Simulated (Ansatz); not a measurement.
# Tc of Na (Im-3m) from its phonons, part 2 of 2

Each step names its level of theory.

So far, log mean phonon energy ħω_log (meV): step 2 (coupling and resistivity: PseudoDojo files, PBE PseudoDojo norm-conserving) 11.1; step 3 (electron–phonon run: finite displacements, PBE) 11.1.

## 4. Resistivity: r2SCAN at its own relaxed cell

The functional sets the lattice constant, the bands and the force constants.

This step: DFT r2SCAN, scalar-relativistic, plane waves, PAW; PAW set soft_1 (Ansatz 0.2.0).

File input.yaml:

```yaml
crystal:
  lattice:
    - [-2.1124128755, 2.1124128755, 2.1124128755]
    - [2.1124128755, -2.1124128755, 2.1124128755]
    - [2.1124128755, 2.1124128755, -2.1124128755]
  atoms:
    - { symbol: Na, position: [0.0, 0.0, 0.0] }
kpoints:
  mp_grid: { grid: [12, 12, 12] }
hamiltonian:
  xc: r2scan
  pseudopotentials: { kind: paw, azcp: { folder: soft_1 } }
scf:
  occupations: { method: methfessel_paxton, width: 0.2 }
output:
  eigenvalues: true
phonons:
  method: dfpt
  qmesh: [4, 4, 4]
  temperatures: { t_max: 1000, t_step: 50 }
  qpath:
    path:
      - [[0.0, 0.0, 0.0], [0.5, -0.5, 0.5], [0.0, 0.0, 0.5], [0.0, 0.0, 0.0], [0.25, 0.25, 0.25], [0.5, -0.5, 0.5]]
      - [[0.25, 0.25, 0.25], [0.0, 0.0, 0.5]]
    npoints: 6
  electrical_resistivity:
    mesh: [20, 20, 20]
    temperatures: [20.0, 50.0, 80.0, 100.0, 150.0, 200.0, 273.0, 300.0, 400.0, 500.0, 600.0, 800.0]
  superconductivity: { mesh: [20, 20, 20], eliashberg_equations: false }
```

The run is started by

```
ansatz run input.yaml --threads 16 --pin off --max-ram 92160MiB --backend cuda --events-out ev --progress --plain --runs-dir out --max-vram 78GiB
```

Numbers of over 12 decimals in the logs are rounded to 6 here.

Output:

```text
[...]
Crystal: 1 atoms, lattice volume = 37.705 Å³
Basis set: ecut = 500 eV, 959 PW (Γ), exchange–correlation on 135×135×135 points (125 copies of the dense FFT grid, shifted against one another)
Bands: 9, of which v1, the nominal top of the filled ones, is band 5 counted from 1 (4 counted from 0)
Symmetry: 48 space group operations
k-points: 163 of 1728 (irreducible under 8 space group operations, time reversal used)
[...]
SCF iter   2: F=—  HF=-1488.611295 eV  |F-HF|=—  |Δ(HF+E_count)|=   3.56e-3  S|Δr|=    0.00e0  Δρ=3.49e-3  dr2=6.38e-3  dr2_τ=2.76e-4  ethr=1.43e-4  ⟨swp⟩=2.5  Hψ=2217  notcnv=0
[...]
SCF iter   8: F=-1488.615350 eV  HF=-1488.615350 eV  |F-HF|=2.27e-13  |Δ(HF+E_count)|=  3.02e-11  S|Δr|=    0.00e0  Δρ=3.25e-8  dr2=2.67e-13  dr2_τ=4.34e-14  ethr=1.00e-12  ⟨swp⟩=5.4  Hψ=6552  notcnv=0
SCF 1 converged in 8 iterations: F = -1488.615350 eV  dr2 = 2.67e-13
[...]
DFPT response loops at Γ: preconditioner auto → Kerker (q_TF=auto, 2.149 Å⁻¹) (partly filled bands, converged f_vac=0.000); β = 1.00, the filter's whole step (`scf.mixing.beta` (0.50) is not read by the response loops under this deck's `scf.mixing.preconditioner`; to damp them name `kerker` or `kerker_dos`, under which they read `scf.mixing.beta`, and type it under 1.00, their step now; both keys bind the ground state too); Broyden in place of MSR1
[...]
NSCF: frozen V_eff on 72 k-points, pencils in batches of 32, up to order 36
[...]
NSCF: frozen V_eff on 1872 k-points
[...]
k-points: 72 of 1728
[...]
SCF 2 converged in 8 iterations: F = -1488.615350 eV  dr2 = 2.69e-13
[...]
SCF converged after 8 iterations
[...]
vibrations of 64 cells: unjudged by the run; compare a larger repeat
[...]
--- Superconductivity: potentials and phonons of a 4×4×4 supercell ---
[...]
mesh         λ    ħω_log (meV)  μ* declared at (meV)
       20×20×20    0.1637          11.162               12.751
       10×10×10    0.1718          11.210               12.754
          5×5×5    0.1583          11.750               13.100
  λ by the species' shares of the modes' patterns: Na 0.1637
[...]
0.08      0.000         0.000             -             -             -             -              -
      0.10      0.000         0.000             -             -             -             -              -
      0.12      0.000         0.000             -             -             -             -              -
      0.13      0.000         0.000             -             -             -             -              -
      0.14      0.000         0.000             -             -             -             -              -
      0.16          -             -             -             -             -             -              -
      0.20          -             -             -             -             -             -              -
[...]
vibrations of 64 cells: unjudged by the run; compare a larger repeat
[...]
```

The job ended after 84 s (1 × NVIDIA GB200 with 16 threads of Arm Neoverse V2, shared host; peak memory 4 GiB).

This step gave:

```
volume per atom                                   : 37.70 Å³/atom
zero-point energy                                 : 0.01657 eV/cell
highest frequency, solved or plainly interpolated : 133.2 cm⁻¹
Debye temperature (second moment)                 : 175 K
resistivity at 300 K                              : 3.084 μΩ cm
coupling constant λ                               : 0.1637
density of states at the Fermi level              : 0.2258 states/eV a spin and cell
log mean phonon energy ħω_log                     : 11.16 meV
transport coupling constant λ_tr                  : 0.09726, 0.09726, 0.09726 (xx, yy, zz)
Drude plasma energy                               : 6.097, 6.097, 6.097 eV (xx, yy, zz)
resistivity times mean free path                  : 14.35, 14.35, 14.35 × 10⁻¹⁶ Ω m² (xx, yy, zz)
second-moment phonon energy ħω₂                   : 12.75 meV
coupling λ by branch                              : 0.0374, 0.0168, 0.11 (branches by rank of frequency)
```

An empty cell: under 1 mK by a formula, or no transition down to the floor of the Eliashberg search. Transition temperatures:

```
  μ*  McMillan Tc (K)  Allen–Dynes Tc (K)
0.08                -                   -
 0.1                -                   -
0.12                -                   -
0.13                -                   -
0.14                -                   -
0.16                -                   -
 0.2                -                   -
```

The Eliashberg function α²F has structure finer than the step of the table below, so its rows give means over 1 meV, whole bins alone (the curve runs from 0.066 to 16.7 meV). Peaks (meV: height): α²F 15.8: 0.362; α²F tr 15.8: 0.258.

Eliashberg function α²F against phonon energy; means over each step:

```
phonon energy (meV)      α²F   α²F tr
                  1   7.0e-5        0
                  2  0.00103   1.7e-4
                  3  0.00439  0.00186
                  4   0.0100  0.00631
                  5   0.0158  0.00847
                  6   0.0220   0.0121
                  7   0.0265   0.0154
                  8   0.0264   0.0132
                  9   0.0289   0.0138
                 10   0.0344   0.0169
                 11   0.0456   0.0251
                 12   0.0641   0.0372
                 13   0.0820   0.0481
                 14    0.103   0.0582
                 15    0.204    0.125
                 16    0.294    0.206
```

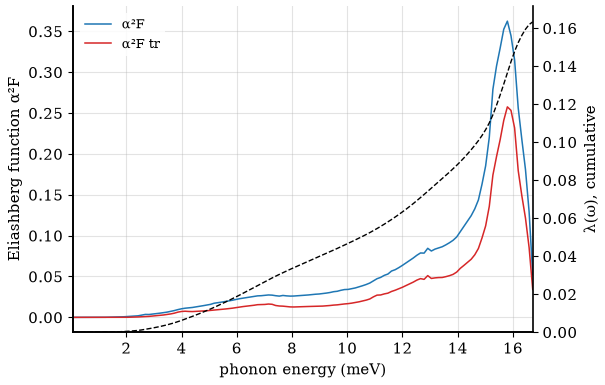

Eliashberg function α²F, plotted against phonon energy. The dashed line is the running λ.

## 5. Results

| Item | Value |
| --- | --- |
| meshes | q 4×4×4, k 12×12×12, scattering 20×20×20 |
| coupling constant λ | 0.164 |
| log mean phonon energy ħω_log | 11.2 meV |

In the last run (r2SCAN, q 4×4×4, k 12×12×12, scattering 20×20×20), with λ = 0.16 and ħω_log = 11.2 meV, Tc at μ* = 0.13 is under 1 mK by the formulas. Wikipedia's list of superconducting elements holds no transition of Na at normal pressure, in line with the calculation. In that run Allen and Dynes's formula gives no transition above 0.05 K at μ* = 0.10 or more. By the run's own test λ is not converged in the fine mesh: it moves by 5 % between the two finest. The run's transport test calls it not converged in the mesh; ρ(300 K) moves by 10 % in the component that moves most. Over the runs, λ takes the values 0.194, 0.191 and 0.164, in the order shown. μ* is a typed number, phonons are harmonic, and spin fluctuations are left out; with λ this near or under μ*(1 + 0.62 λ), the formulas give Tc only to its order of magnitude, or none.

[Logs are printed without paths, hosts, clocks, repeated set-up lines and the standing remarks that a program may print on its own settings, such as how far it seeks lower states.]

[Hosts, paths, dates, database ids (printed as entryN), source tags and the programs' standing remarks are cut or masked in the printed files.]
